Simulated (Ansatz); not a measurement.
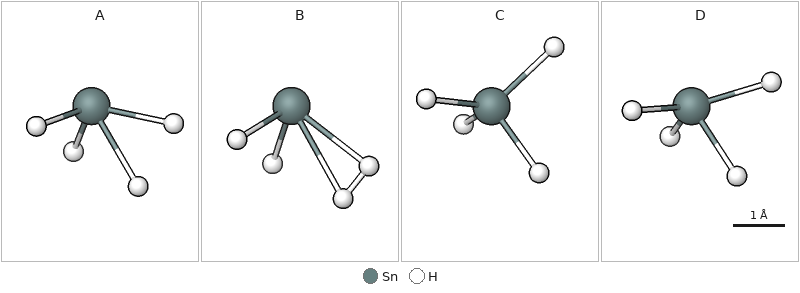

4 geometries from a converged minimum-energy path of SnH₄, shuffled. The picture is a ball-and-stick view, seen at a tilt.

These are results of RKS revPBE/def2-SVP (Ansatz), not measurements. Run with 7 movable images; climbing image; force threshold 0.03 eV/Å; iteration limit 60; starting path through a guess of the saddle point.

Question: Which of them lies highest in energy?

Answer: A. In order along the path, whose images run from 0 to 8: C (image 1, +11.1 kJ/mol), D (image 3, +100.6 kJ/mol), A (image 5, +182.1 kJ/mol), B (image 7, +80.2 kJ/mol). Breaking: 2 H–Sn (1.73 → 2.37–2.44 Å). Forming: H–H (2.82 → 0.78 Å).
